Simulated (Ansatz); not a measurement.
## BaPbS3 (model cell, started as cubic perovskite with Pb in the octahedra): a soft mode frozen in

Which phase does BaPbS3 (model cell, started as cubic perovskite with Pb in the octahedra) fall into along its unstable mode, and how much energy does it gain?

Program: Ansatz 0.2.0. Level of theory: DFT PBEsol, scalar-relativistic, plane waves, PAW; PAW set soft_1. Results are calculated unless marked as measured.

The structure was built from a prototype and need not be the compound's stable phase.

### 1. Set-up

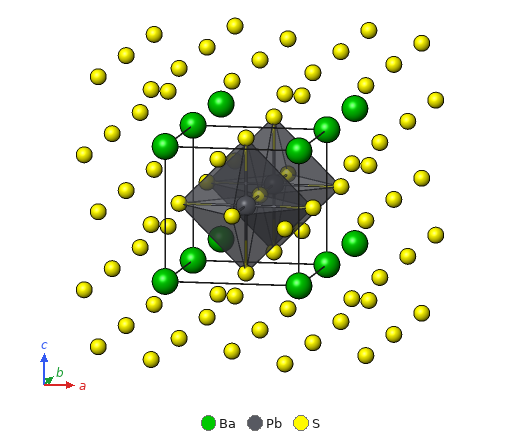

The starting structure, seen slightly off an axis (barium green, lead dark grey, sulfur yellow). 1×2×1 cells are drawn. Some periodic images of atoms are drawn too.

### 2. The dispersion

The cell comes from relaxations at this level that are not shown. Stability and thermal properties need the whole zone. Linear response on a 2×2×2 q mesh gives force constants as far as a supercell of that size would.

input.yaml

```yaml
crystal:
  lattice:
    - [5.1559839981, 0.0, 0.0]
    - [0.0, 5.1559839981, 0.0]
    - [0.0, 0.0, 5.1559839981]
  atoms:
    - { symbol: Ba, position: [0.0, 0.0, 0.0] }
    - { symbol: Pb, position: [0.5, 0.5, 0.5] }
    - { symbol: S, position: [0.5, 0.5, 0.0] }
    - { symbol: S, position: [0.5, 0.0, 0.5] }
    - { symbol: S, position: [0.0, 0.5, 0.5] }
kpoints:
  mp_grid: { grid: [8, 8, 8] }
hamiltonian:
  xc: pbesol
  pseudopotentials: { kind: paw, azcp: { folder: soft_1 }, xc_functional: pbe }
scf:
  occupations: { method: methfessel_paxton, width: 0.2 }
output:
  eigenvalues: true
phonons:
  method: dfpt
  qmesh: [2, 2, 2]
  temperatures: { t_max: 1000, t_step: 50 }
  qpath:
    path:
      - [[0.0, 0.0, 0.0], [0.0, 0.5, 0.0], [0.5, 0.5, 0.0], [0.0, 0.0, 0.0], [0.5, 0.5, 0.5], [0.0, 0.5, 0.0]]
      - [[0.5, 0.5, 0.5], [0.5, 0.5, 0.0]]
    npoints: 10
```

On the command line:

```
> ansatz run input.yaml --threads 4 --pin off --max-ram 16384MiB --backend cpu --events-out ev --progress --plain --runs-dir out
```

Numbers of over 12 decimals in the logs are rounded to 6 here.

The log of the run:

```text
Engine: ansatz 0.2.0, aarch64-unknown-linux-gnu
Pseudopotentials: kind: paw
Pseudopotential: Ba, paw, valence charge 10, recommended cutoff 420 eV (normal), soft_1/Ba.paw.azcp
Pseudopotential: Pb, paw, valence charge 14, recommended cutoff 420 eV (normal), soft_1/Pb.paw.azcp
Pseudopotential: S, paw, valence charge 6, recommended cutoff 420 eV (normal), soft_1/S.paw.azcp
Functional definition: PBEsol
  exchange = pbesol_x
  correlation = pbesol_c
Crystal: 5 atoms, lattice volume = 137.068 Å³
Basis set: ecut = 420 eV, 2721 PW (Γ), exchange–correlation on 72×72×72 points (8 copies of the dense FFT grid, shifted against one another)
Bands: 26, of which v1, the nominal top of the filled ones, is band 21 counted from 1 (20 counted from 0)
Symmetry: 48 space group operations
k-points: 35 of 512
Non-local potential: Ba, projectors of the file, l = 0: 3, l = 1: 2, l = 2: 2, l = 3: 2
Non-local potential: Pb, projectors of the file, l = 0: 2, l = 1: 2, l = 2: 2, l = 3: 1
Non-local potential: S, projectors of the file, l = 0: 2, l = 1: 2, l = 2: 1
PAW form: soft (Blöchl's): semilocal exchange-correlation on the pseudo side does not see the compensation charge
PAW frozen core: Ba, regenerated for the run's functional, and the local potential with it (the file was generated under x = pbe(κ = 0.804, μ = 0.219515), c = pbe(β = 0.066725))
PAW frozen core: Pb, regenerated for the run's functional, and the local potential with it (the file was generated under x = pbe(κ = 0.804, μ = 0.219515), c = pbe(β = 0.066725))
PAW frozen core: S, regenerated for the run's functional, and the local potential with it (the file was generated under x = pbe(κ = 0.804, μ = 0.219515), c = pbe(β = 0.066725))
PAW one-centre angular grid: Ba, 194 points (default); XC on 64 Gauss nodes
PAW one-centre angular grid: Pb, 590 points (default); XC on 64 Gauss nodes
PAW one-centre angular grid: S, 110 points (default); XC on 64 Gauss nodes
Initial density: superposition of atomic densities (chi_scale 0.1, normalization cell, long waves kept (reshape's long-wave potential 0.00 eV rms))
Initial wavefunctions: pseudopotential atomic-orbital guess
Functional: x = pbesol(κ = 0.804, μ = 0.123457), c = pbesol(β = 0.046)
SCF iter   1: F=—  HF=-20280.338826 eV  |F-HF|=—  |Δ(HF+E_count)|=         —  Δρ=3.34e-2  dr2=4.99e0  ethr=3.10e-3  ⟨swp⟩=11.6  Hψ=5984  notcnv=0
preconditioner: auto → Kerker (q_TF=auto, 2.240 Å⁻¹)  [metal: Δε(μ)=0.065 eV  Ē_g=11.184 eV  σ=0.200 eV  W_gap=0.27  n_scr=26 (ndim 8)  ℏωp=20.1 eV  f_vac=0.000  D(μ)=2.60/eV (n_scr^D=18)]
SCF iter   2: F=—  HF=-20279.256190 eV  |F-HF|=—  |Δ(HF+E_count)|=    1.08e0  S|Δr|=    0.00e0  Δρ=2.07e-2  dr2=2.21e0  ethr=3.10e-3  ⟨swp⟩=3.2  Hψ=2069  notcnv=0  defer=25
SCF iter   3: F=—  HF=-20278.463585 eV  |F-HF|=—  |Δ(HF+E_count)|=   7.93e-1  S|Δr|=    0.00e0  Δρ=5.75e-3  dr2=2.03e-1  ethr=3.10e-3  ⟨swp⟩=4.7  Hψ=2154  notcnv=0  defer=26
SCF iter   4: F=—  HF=-20278.391930 eV  |F-HF|=—  |Δ(HF+E_count)|=   7.17e-2  S|Δr|=    0.00e0  Δρ=2.57e-3  dr2=1.84e-2  ethr=4.84e-4  ⟨swp⟩=5.0  Hψ=2135  notcnv=0  defer=20
SCF iter   5: F=—  HF=-20278.388320 eV  |F-HF|=—  |Δ(HF+E_count)|=   3.61e-3  S|Δr|=    0.00e0  Δρ=6.80e-4  dr2=1.13e-3  ethr=4.38e-5  ⟨swp⟩=2.4  Hψ=1436  notcnv=0  defer=17
SCF iter   6: F=—  HF=-20278.388389 eV  |F-HF|=—  |Δ(HF+E_count)|=   6.88e-5  S|Δr|=    0.00e0  Δρ=1.49e-4  dr2=4.60e-5  ethr=2.69e-6  ⟨swp⟩=2.2  Hψ=1421  notcnv=0  defer=17
SCF iter   7: F=—  HF=-20278.388422 eV  |F-HF|=—  |Δ(HF+E_count)|=   3.34e-5  S|Δr|=    0.00e0  Δρ=3.26e-5  dr2=1.43e-6  ethr=1.09e-7  ⟨swp⟩=2.1  Hψ=1476  notcnv=0  defer=17
SCF iter   8: F=—  HF=-20278.388425 eV  |F-HF|=—  |Δ(HF+E_count)|=   3.03e-6  S|Δr|=    0.00e0  Δρ=8.70e-6  dr2=1.58e-7  ethr=3.41e-9  ⟨swp⟩=2.2  Hψ=1578  notcnv=0  defer=18
SCF iter   9: F=—  HF=-20278.388425 eV  |F-HF|=—  |Δ(HF+E_count)|=   1.93e-7  S|Δr|=    0.00e0  Δρ=3.18e-6  dr2=1.86e-8  ethr=3.77e-10  ⟨swp⟩=2.0  Hψ=1543  notcnv=0  defer=18
SCF iter  10: F=—  HF=-20278.388425 eV  |F-HF|=—  |Δ(HF+E_count)|=   8.28e-9  S|Δr|=    0.00e0  Δρ=1.46e-6  dr2=2.71e-9  ethr=4.43e-11  ⟨swp⟩=2.1  Hψ=1523  notcnv=0  defer=18
SCF iter  11: F=—  HF=-20278.388425 eV  |F-HF|=—  |Δ(HF+E_count)|=  2.98e-10  S|Δr|=    0.00e0  Δρ=3.18e-7  dr2=1.57e-10  ethr=6.45e-12  ⟨swp⟩=2.0  Hψ=1552  notcnv=0  defer=18
SCF iter  12: F=-20278.388425 eV  HF=-20278.388425 eV  |F-HF|=1.09e-11  |Δ(HF+E_count)|=  5.09e-11  S|Δr|=    0.00e0  Δρ=4.40e-8  dr2=2.64e-12  ethr=1.00e-12  ⟨swp⟩=14.3  Hψ=7795  notcnv=0
the search or the solves at the SCF's close seem to have found levels that the self-consistency loop had missed (the run counts 1). By its estimate they hold under 1e-12 electrons; where the run keeps them, the occupations were computed again with them
SCF 1 converged in 12 iterations: F = -20278.388425 eV  dr2 = 2.64e-12
  greatest PAW one-centre occupation: 0.980 electrons in one spin orbital (limit 2), on the Pb atom at site 1 (counted from 0), in its partial waves of l = 2
Initial density: read from a saved state, or passed on in memory by an earlier SCF of this step, an earlier step, the calling program or the single point that the run made first
iter 1 solved again at ethr=3.14e-7 eV; its pass at ethr=3.10e-3 eV (dr2=1.32e-4 eV) is discarded
SCF iter   1: F=—  HF=-20278.388427 eV  |F-HF|=—  |Δ(HF+E_count)|=         —  Δρ=1.42e-6  dr2=2.10e-9  ethr=3.14e-7  ⟨swp⟩=4.2  Hψ=8127  notcnv=0
eigensolver tolerance schedule: the retry pair's looser diagonalisation over-reported the residual by 62671.20 of it (diagonalisation noise at an unbounded share of the residual, at the tolerance the schedule requests for it); recorded, not acted on — ethr = c·dr2/N_el stays at c = 1.0e-1
preconditioner: auto → Kerker (q_TF=auto, 2.240 Å⁻¹)  [metal: Δε(μ)=0.021 eV  Ē_g=12.503 eV  σ=0.200 eV  W_gap=0.09  n_scr=26 (ndim 8)  ℏωp=20.1 eV  f_vac=0.000  D(μ)=3.11/eV (n_scr^D=18)]
SCF iter   2: F=—  HF=-20278.388425 eV  |F-HF|=—  |Δ(HF+E_count)|=   1.83e-6  S|Δr|=    0.00e0  Δρ=6.87e-7  dr2=4.54e-10  ethr=5.01e-12  ⟨swp⟩=4.7  Hψ=2817  notcnv=0
SCF iter   3: F=—  HF=-20278.388425 eV  |F-HF|=—  |Δ(HF+E_count)|=  1.13e-10  S|Δr|=    0.00e0  Δρ=4.66e-7  dr2=2.07e-10  ethr=1.08e-12  ⟨swp⟩=1.2  Hψ=917  notcnv=0
SCF iter   4: F=—  HF=-20278.388425 eV  |F-HF|=—  |Δ(HF+E_count)|=  6.18e-11  S|Δr|=    0.00e0  Δρ=2.27e-7  dr2=5.03e-11  ethr=1.00e-12  ⟨swp⟩=1.0  Hψ=910  notcnv=0
SCF iter   5: F=—  HF=-20278.388425 eV  |F-HF|=—  |Δ(HF+E_count)|=  1.46e-11  S|Δr|=    0.00e0  Δρ=1.08e-7  dr2=1.18e-11  ethr=1.00e-12  ⟨swp⟩=1.0  Hψ=910  notcnv=0
SCF iter   6: F=-20278.388425 eV  HF=-20278.388425 eV  |F-HF|=0.00e0  |Δ(HF+E_count)|=    0.00e0  S|Δr|=    0.00e0  Δρ=7.15e-8  dr2=5.22e-12  ethr=1.00e-12  ⟨swp⟩=4.7  Hψ=2752  notcnv=0
SCF 2 converged in 6 iterations: F = -20278.388425 eV  dr2 = 5.22e-12
phonons: the bands overlap, so this run is a metal and interpolates without the dipole-dipole term. If the crystal is really an insulator or semiconductor, its LO-TO splitting is missing
NSCF: frozen V_eff on 35 k-points
WARN: eigensolver did not converge in 2 slots of this pass, the one above among them; of largest residual over every band (k=12): 1 band(s) unlocked (lowest unlocked band 25, counted from 0; max residual 7.46e-3 eV among the unlocked bands, 7.46e-3 eV over every band); of lowest unlocked band (k=12): band 25
NSCF: frozen V_eff on 125 k-points
DFPT response loops at q = (0, 0, 0) (fractional): preconditioner auto → Kerker (q_TF=auto, 2.240 Å⁻¹) (partly filled bands, converged f_vac=0.000); β = 1.00, the filter's whole step (`scf.mixing.beta` (0.50) is not read by the response loops under this deck's `scf.mixing.preconditioner`; to damp them name `kerker` or `kerker_dos`, under which they read `scf.mixing.beta`, and type it under 1.00, their step now; both keys bind the ground state too); Broyden in place of MSR1
NSCF: frozen V_eff on 250 k-points
DFPT response loops at q = (0, 0, -0.5) (fractional): mixed as the last ones told, above
NSCF: frozen V_eff on 250 k-points
DFPT response loops at q = (0, -0.5, -0.5) (fractional): mixed as the last ones told, above
NSCF: frozen V_eff on 250 k-points
DFPT response loops at q = (-0.5, -0.5, -0.5) (fractional): mixed as the last ones told, above
SCF converged after 12 iterations
Stability not checked: this state was not tested for a lower state beside it, because cold or Methfessel-Paxton smearing, or corrected tetrahedra, fill the levels in a way that the test cannot read (fill_not_monotonic; see scf.lower_state_search)
Free energy (F): -20278.388425 eV
Harris-Foulkes:  -20278.388425 eV  (|F-HF|=1.09e-11)
Internal energy: -20278.384702 eV  (E = F + TS)
E sigma→0 (E₀):  -20278.387495 eV
Entropy (-TS):   -0.003723 eV (-0.745 meV/atom)
Fermi energy:    6.564651 eV
--- Per-component energies (eV) ---
  E_band       = -126.272682
  E_kinetic    = 768.260257
  E_local      = -2074.851323  (includes V_loc(G=0)·N_el)
  E_nonlocal   = 508.979245
  E_hartree    = 766.807276
  E_xc         = -661.662916
  E_vxc        = -510.376702  (∫ρ·V_xc dr)
  E_paw        = -17136.061752  (= ΣΔE_a)
  E_vpaw       = -351.898741  (= ΣTr[D̂ρ^β])
  E_aug_tail   = -0.000010  (compensation charges beyond the density's cutoff)
  E_ewald      = -2450.254934
  E_core_change = 0.399456  (= ΣΔE_core)
  E_smearing   = -0.003723  (= −TS)
  E_closure    = -0.000000  (closes the sum)
  Σ components = -20278.388425   (vs F -20278.388425, Δ=0.00e0)
--- Band table (eV; the first three rows and the last of 35) ---
  k-point 0: bands = [... 17 lower, 5.7340, 5.7340, 6.0499, 6.0499, 6.0499, 9.6765, 9.6765, 10.0654, ... 1 higher]
  k-point 1: bands = [... 17 lower, 5.6768, 5.6768, 5.9938, 6.0001, 6.0001, 9.8203, 9.9108, 10.3507, ... 1 higher]
  k-point 2: bands = [... 17 lower, 5.5523, 5.5523, 5.8787, 5.8787, 6.1658, 10.2201, 10.4869, 10.6330, ... 1 higher]
  k-point 34: bands = [... 17 lower, 6.2989, 6.8070, 6.8070, 6.8070, 9.5695, 9.5695, 9.5695, 10.7287, ... 1 higher]
--- Phonons (Γ-DFPT): 4 representative perturbations + reference (Σ response iterations 12) ---
  ASR residual: 4.610e-5 → 0.000e0 eV/Å²; symmetrization residual: 1.196e-5 eV/Å²
  ASR residual per site (eV/Å²): 4.61e-5 2.66e-5 5.21e-6 5.21e-6 5.21e-6
  Γ frequencies (cm⁻¹): -69.29 -69.29 -69.29 -54.14 -54.14 -54.14 0.00 0.00 0.00 34.81 34.81 34.81 317.12 317.12 317.12
--- Phonons (arbitrary-q DFPT): 4 irreducible q on the 2×2×2 mesh ---
  q = [0.0000, 0.0000, 0.0000] (star 1, of the zone-centre solve; hermiticity 2.25e-6, symmetrization 1.08e-12): -69.29 -69.29 -69.29 -54.14 -54.14 -54.14 -0.00 -0.00 0.00 34.81 34.81 34.81 317.12 317.12 317.12
  q = [0.0000, 0.0000, -0.5000] (star 3, 9 solved perturbations in 975 linear systems a pass and spin channel, the states on 125 of 512 k-point pairs; hermiticity 2.41e-6, symmetrization 3.68e-8): -52.10 -52.10 -43.26 -42.23 -42.23 25.22 25.22 30.19 35.80 35.80 52.73 125.68 273.49 321.03 321.03
  q = [0.0000, -0.5000, -0.5000] (star 3, 9 solved perturbations in 975 linear systems a pass and spin channel, the states on 125 of 512 k-point pairs; hermiticity 1.14e-6, symmetrization 8.68e-9): -94.59 -69.71 -69.71 -16.40 -16.40 -5.82 45.46 54.38 54.38 82.28 126.76 126.76 274.43 291.20 324.86
  q = [-0.5000, -0.5000, -0.5000] (star 1, 4 solved perturbations in 350 linear systems a pass and spin channel, the states on 125 of 512 k-point pairs; hermiticity 7.95e-8, symmetrization 5.65e-9): -103.44 -103.44 -103.44 -54.98 -54.98 -54.98 77.35 77.35 77.35 126.80 126.80 126.80 273.68 273.68 323.41
  sum rule: each row above includes the acoustic sum rule's correction from the zone centre's row sums; it moved no ω² by more than (0.30 cm⁻¹)²
  mesh force constants: q→R imaginary residual 3.76e-18; ASR residual 4.610e-5 → 0.000e0 eV/Å²; symmetrization residual 1.243e-14 eV/Å²
  interpolated dispersion: 62 rows × 15 modes
  density of states and harmonic sums: on the 12×12×12 q-mesh, interpolated from the force constants of a 2×2×2 supercell (no non-analytic term)
  largest difference from the sums on the solved wave vectors: F 9.38e-2 eV, S 1.35e-4 and C_V 4.10e-5 eV/K
  zero-point energy: 0.082832 eV/cell   skipped modes (ω ≤ 0): 472, of them read as no rigid motion or as one in doubt: 469 (5.523e0 modes/cell left out, lowest -103.44 cm⁻¹)   left out of the sums: 3.68e-1 of the cell's modes: C_V's classical limit lies that fraction below 3 k_B per atom; for a crystal, a wire or a layer, F and S can be off by more, and a phonons.interpolated_qmesh denser along its periods is the remedy for the sampling
```

The job ended after 3.7 min (4 threads of Arm Neoverse V2, shared host; peak memory 1.4 GiB; 14 min of CPU time).

This step gave:

* volume per atom: 27.41 Å³
* gap on the k-mesh: 0 eV
* sum-rule residual before enforcement: 4.61e-5 eV/Å²
* lowest frequency on the path: -103.4 cm⁻¹
* point group: m-3m
* highest frequency on the path or at a solved wavevector: 324.9 cm⁻¹
* highest optical mode at the zone centre (no LO-TO term): 317.1 cm⁻¹
* lowest optical zone-centre mode: -69.29 cm⁻¹
* lowest mode on the q mesh (acoustic modes at Γ apart): -103.4 cm⁻¹

Frequencies (cm⁻¹) solved at each irreducible wavevector; negative means imaginary. Frequencies by wavevector, by row:

```
q in reciprocal lattice units  star  mode 1  mode 2  mode 3  mode 4  mode 13  mode 14  mode 15
                        0 0 0     1   -69.3   -69.3   -69.3   -54.1    317.1    317.1    317.1
                     0 0 -0.5     3   -52.1   -52.1   -43.3   -42.2    273.5      321      321
                  0 -0.5 -0.5     3   -94.6   -69.7   -69.7   -16.4    274.4    291.2    324.9
               -0.5 -0.5 -0.5     1  -103.4  -103.4  -103.4     -55    273.7    273.7    323.4
```

Interpolated from a 2×2×2 q mesh. Phonon branches along the path, in cm⁻¹:

```
    point  branch 1  branch 2  branch 3  branch 4  branch 12  branch 13  branch 14  branch 15
        Γ       -69       -69       -69       -54         35        317        317        317
        X       -52       -52       -43       -42        126        274        321        321
        M       -95       -70       -70       -16        127        274        291        325
        Γ       -69       -69       -69       -54         35        317        317        317
        R      -103      -103      -103       -55        127        274        274        323
        X       -52       -52       -43       -42        126        274        321        321
jump to R      -103      -103      -103       -55        127        274        274        323
        M       -95       -70       -70       -16        127        274        291        325
```

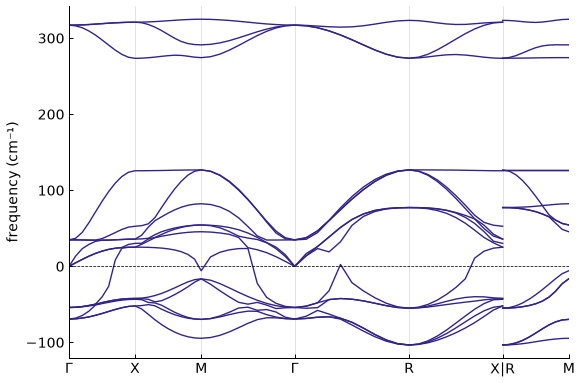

Phonon branches along the path.

Symmetry leaves 4 wavevectors to solve. The lowest mode among them, the acoustic zeros apart, lies at q = (-0.5, -0.5, -0.5) and is imaginary, 103.4i cm⁻¹, so the energy falls along it.

### 3. The mode frozen in, largest atomic shift 0 Å

The mode followed lies at q = (0, -0.5, -0.5) with frequency 94.6i cm⁻¹, one of the unstable modes though not the softest. At small amplitude the distorted cell has space group no. 127 by a symmetry search on the positions. The undistorted cell that holds it gives the zero of energy on the same k mesh.

System of this step: BaPbS3 (model cell, started as cubic perovskite with Pb in the octahedra). Symmetry: Pm-3m, No. 221, cubic system. The conventional cell has a = 5.156 Å, b = 5.156 Å, c = 5.156 Å, α = 90.00°, β = 90.00°, γ = 90.00°. Nearest to Ba lie 12 S at 3.65 Å. Nearest to Pb lie 6 S at 2.58 Å. Nearest to S lie 2 Pb at 2.58 Å and 4 Ba at 3.65 Å. S has 2 Pb at 2.58 Å and 4 Ba at 3.65 Å nearest. Farther neighbours and most contacts between anions are not listed.

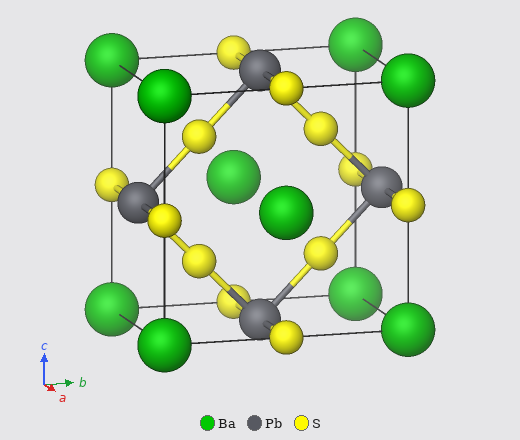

The cell of this step (barium green, lead dark grey, sulfur yellow). Some periodic images of atoms are drawn too.

input.yaml

```yaml
crystal:
  lattice:
    - [-5.1559839981, 0.0, 0.0]
    - [0.0, -5.1559839981, -5.1559839981]
    - [0.0, -5.1559839981, 5.1559839981]
  atoms:
    - { symbol: Ba, position: [0.0, 0.5, 0.5] }
    - { symbol: Ba, position: [0.0, 1.0, 1.0] }
    - { symbol: Pb, position: [0.5, 0.0, 0.5] }
    - { symbol: Pb, position: [0.5, 0.5, 0.0] }
    - { symbol: S, position: [0.5, 0.75, 0.75] }
    - { symbol: S, position: [0.5, 0.25, 0.25] }
    - { symbol: S, position: [0.5, 0.75, 0.25] }
    - { symbol: S, position: [0.5, 0.25, 0.75] }
    - { symbol: S, position: [0.0, 0.0, 0.5] }
    - { symbol: S, position: [0.0, 0.5, 0.0] }
kpoints:
  mp_grid: { grid: [8, 6, 6] }
hamiltonian:
  xc: pbesol
  pseudopotentials: { kind: paw, azcp: { folder: soft_1 }, xc_functional: pbe }
scf:
  occupations: { method: methfessel_paxton, width: 0.2 }
output:
  forces: true
  stress: true
  eigenvalues: true
```

The log of the run:

```text
[...]
Crystal: 10 atoms, lattice volume = 274.135 Å³
Basis set: ecut = 420 eV, 5401 PW (Γ), exchange–correlation on 72×100×100 points (8 copies of the dense FFT grid, shifted against one another)
Bands: 52, of which v1, the nominal top of the filled ones, is band 42 counted from 1 (41 counted from 0)
Symmetry: 32 space group operations
[...]
k-points: 50 of 288
[...]
k-point 0: bands = [... 38 lower, 6.0519, 6.0519, 6.0534, 6.2610, 6.7363, 9.0830, 9.6833, 9.6835, ... 6 higher]
  k-point 1: bands = [... 38 lower, 5.9492, 6.0067, 6.0663, 6.0679, 6.6339, 8.4415, 9.8326, 9.8532, ... 6 higher]
  k-point 2: bands = [... 38 lower, 5.8137, 5.8691, 5.9279, 6.1425, 6.4638, 7.3873, 10.1772, 10.2487, ... 6 higher]
  k-point 49: bands = [... 38 lower, 6.2675, 6.2675, 6.7387, 6.7387, 9.0854, 9.0854, 10.5317, 10.5317, ... 6 higher]
[key lines of the parts left out:]
SCF converged after 10 iterations
Free energy (F): -40556.768673 eV
Fermi energy:    6.581600 eV
P = ⅓ Tr σ = -0.0926 GPa (-0.926 kbar)
```

Wall time 13 s (4 threads); peak memory 0.95 GiB; 50 s of CPU time.

Numbers from this step:

| Quantity | Value |
| --- | --- |
| pressure | -0.09257 GPa |
| energy from the undistorted cell | 0 meV/atom |

The run ends at a pressure of -0.09 GPa.

(Continued in part 2 of 3.)

[Logs are printed without paths, hosts, clocks, repeated set-up lines and the standing remarks that a program may print on its own settings, such as how far it seeks lower states.]

[Hosts, paths, dates, database ids (printed as entryN), source tags and the programs' standing remarks are cut or masked in the printed files.]
